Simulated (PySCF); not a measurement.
**CH5Si (SMILES [CH2][SiH3]), run twice**

Wanted: the energy of CH5Si, GHF/pcSseg-1 (X2C-SO).

The calculation is run with PySCF 2.14.0.

6 further runs of the same task are left out: 6 set aside as unsound or not needed.

### Step 1. The structure to begin with

CH5Si: 7 atoms, total charge 0, spin state doublet. SMILES: `[CH2][SiH3]`. The shape is that of a PBE0-D4/def2-TZVP optimisation.

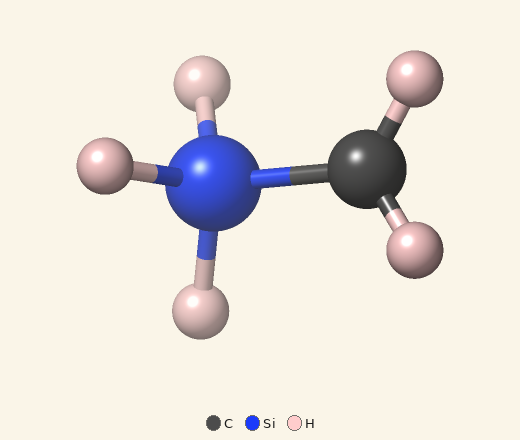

Viewed from a chosen angle; carbon dark grey, silicon blue, hydrogen pink.

### Step 2. The input as first written

The input, input.py:

```python
from pyscf import gto, scf

system = gto.Mole()
system.atom = '''
C
Si 1 1.839849
H 1 1.085279 2 122.55705
H 1 1.085173 3 114.80836 2 -177.65055
H 2 1.492117 1 111.26705 4 89.58571
H 2 1.487318 5 107.67125 1 -121.05597
H 2 1.487176 6 109.38021 5 116.8003
'''
system.basis = 'pcsseg-1'
system.verbose = 4
system.max_memory = 1860
system.spin = 2
system.build()

mf = scf.GHF(system).x2c1e()
mf.kernel()

etot = mf.e_tot
print('E(%s) = %.9f' % ('HF', etot))
dip = mf.dip_moment()
pop, q = mf.mulliken_pop()
```

Started as:

```sh
$ OMP_NUM_THREADS=1 python input.py
```

The program printed:

```text
RuntimeError: Electron number 25 and spin 2 are not consistent
Note mol.spin = 2S = Nalpha - Nbeta, not 2S+1
```

Run time: 0.93 s. Hardware: 1 thread of Intel Xeon Platinum 8488C (Sapphire Rapids), shared host; peak memory 0.12 GiB.

### Step 3. Diagnosis

The program refused the input.

The telling line is `RuntimeError: Electron number 25 and spin 2 are not consistent`. What is wrong: the electron count doesn't fit the spin or reference typed: an even count needs an odd multiplicity, an odd count an even one. To mend it: multiplicity 2 in place of 3.

### Step 4. Second attempt

The input, calc.py:

```python
# [CH2][SiH3]
from pyscf import gto, scf

molecule = gto.Mole()
molecule.atom = '''
C
Si 1 1.839849
H 1 1.085279 2 122.55705
H 1 1.085173 3 114.80836 2 -177.65055
H 2 1.492117 1 111.26705 4 89.58571
H 2 1.487318 5 107.67125 1 -121.05597
H 2 1.487176 6 109.38021 5 116.8003
'''
molecule.spin = 1
molecule.basis = 'pcsseg-1'
molecule.max_memory = 1860
molecule.charge = 0
molecule.verbose = 4
molecule.build()

mf = scf.GHF(molecule).x2c1e()
mf.kernel()

energy = mf.e_tot
print(f'total energy: {energy:.8f} hartree')
mf.analyze()
```

Started as:

```sh
$ OMP_NUM_THREADS=1 python calc.py
```

The program printed:

```text
PySCF version 2.14.0

[INPUT] num. atoms = 7
[INPUT] num. electrons = 25
[INPUT] charge = 0
[INPUT] spin (= nelec alpha-beta = 2S) = 1
[INPUT] symmetry False subgroup None
[INPUT] Mole.unit = angstrom
[INPUT] Symbol           X                Y                Z      unit          X                Y                Z       unit  Magmom
[INPUT]  1 C      0.000000000000   0.000000000000   0.000000000000 AA    0.000000000000   0.000000000000   0.000000000000 Bohr   0.0
[INPUT]  2 Si     1.839849000000   0.000000000000   0.000000000000 AA    3.476810720555   0.000000000000   0.000000000000 Bohr   0.0
[INPUT]  3 H     -0.584031081066   0.000000000000   0.914733952683 AA   -1.103658791448   0.000000000000   1.728596647411 Bohr   0.0
[INPUT]  4 H     -0.584513408609   0.040380431682  -0.913407869367 AA   -1.104570258408   0.076307956670  -1.726090713127 Bohr   0.0
[INPUT]  5 H      2.381062766551   1.389554721315   0.051366108056 AA    4.499556514181   2.625877858381   0.097067876310 Bohr   0.0
[INPUT]  6 H      2.357369569923  -0.730283826928   1.187843771275 AA    4.454782861539  -1.380036426093   2.244699406481 Bohr   0.0
[INPUT]  7 H      2.356889506707  -0.641946024625  -1.237847676763 AA    4.453875673538  -1.213102173294  -2.339193093012 Bohr   0.0

[... 57 lines left out ...]
MO #3   energy= -11.2395558945631  occ= 1
[... 9 lines left out ...]
MO #13  energy= -0.954253421806456 occ= 1
[... 9 lines left out ...]
MO #23  energy= -0.474730473401696 occ= 1
[... 9 lines left out ...]
MO #33  energy= 0.208891690537484  occ= 0
[... 9 lines left out ...]
MO #43  energy= 0.407101450040599  occ= 0
[... 9 lines left out ...]
MO #53  energy= 0.666022305999972  occ= 0
[... 9 lines left out ...]
MO #63  energy= 0.854044826590928  occ= 0
[... 9 lines left out ...]
MO #73  energy= 1.19967282930207   occ= 0
[... 9 lines left out ...]
MO #83  energy= 2.12950311342958   occ= 0
[... 9 lines left out ...]
MO #93  energy= 2.36841717853338   occ= 0
[... 9 lines left out ...]
MO #103 energy= 2.734506498782     occ= 0
[... 9 lines left out ...]
MO #113 energy= 3.36358906124536   occ= 0
[... 9 lines left out ...]
MO #123 energy= 4.16249747915679   occ= 0
[... 9 lines left out ...]
Dipole moment(X, Y, Z, Debye): -0.70701,  0.00456, -0.00136
[... 14 lines left out ...]
charge of  6H =     -0.13551  (     0.56774      0.56777 )
```

Run time: 3.6 s. Hardware: 1 thread of Intel Xeon Platinum 8488C (Sapphire Rapids), shared host; peak memory 0.17 GiB.

### Step 5. Outcome

At GHF/pcSseg-1 (X2C-SO):

```
     quantity          value
 total energy  -330.20356 Eh
dipole moment         0.71 D
  HOMO energy      -10.43 eV
  LUMO energy        2.23 eV
         ⟨S²⟩          0.760
```
